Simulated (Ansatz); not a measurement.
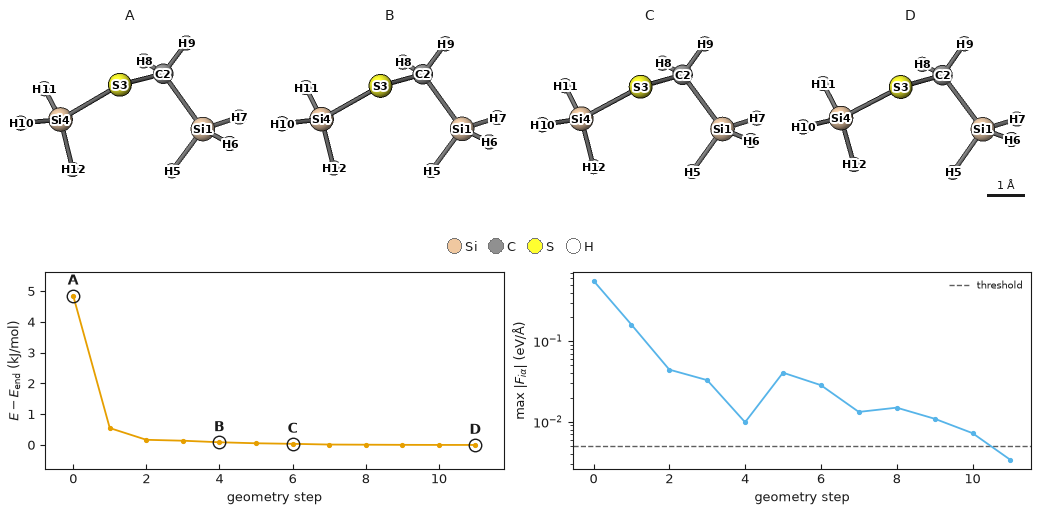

Frames of a relaxation of CH8SSi2, marked on the history of the run. The picture is a ball-and-stick view, seen at a tilt.

The start comes from PBE-D4/def2-SVP.

The calculation used RKS PBE0-D4/def2-TZVP (Ansatz 0.2.0). Settings: force threshold 0.005 eV/Å; at most 150 steps.

Question: Describe the path.

Answer: The largest move after the best rigid fit is that of H12, 0.23 Å. Largest moves by element: H 0.23 Å, S 0.07 Å, Si 0.05 Å, C 0.05 Å. Among the contacts that change: S3–Si4 2.157 → 2.126 Å, C2–S3 1.854 → 1.829 Å, Si1–C2 1.903 → 1.881 Å, Si4–H12 1.505 → 1.486 Å. Over 11 geometry steps the energy falls by 4.85 kJ/mol. Largest force component: 0.56 eV/Å at the start, 0.0034 eV/Å at the end. The run took 38 s on 4 threads of AMD EPYC 7B13, on a shared host. From step 0 to 4: H12 moves most (0.06 Å), energy −4.77 kJ/mol. From step 4 to 6: H12 moves most (0.07 Å), energy −0.05 kJ/mol. From step 6 to 11: H atoms move most (0.10 Å), energy −0.04 kJ/mol.

```tsv
step	E − E(0), kJ/mol	largest force component, eV/Å
0	0.00	0.5618
1	-4.30	0.1604
2	-4.69	0.0444
3	-4.72	0.0328
4	-4.77	0.0099
5	-4.80	0.0407
6	-4.82	0.0285
7	-4.84	0.0133
8	-4.85	0.0150
9	-4.85	0.0109
10	-4.85	0.0072
11	-4.85	0.0034
```
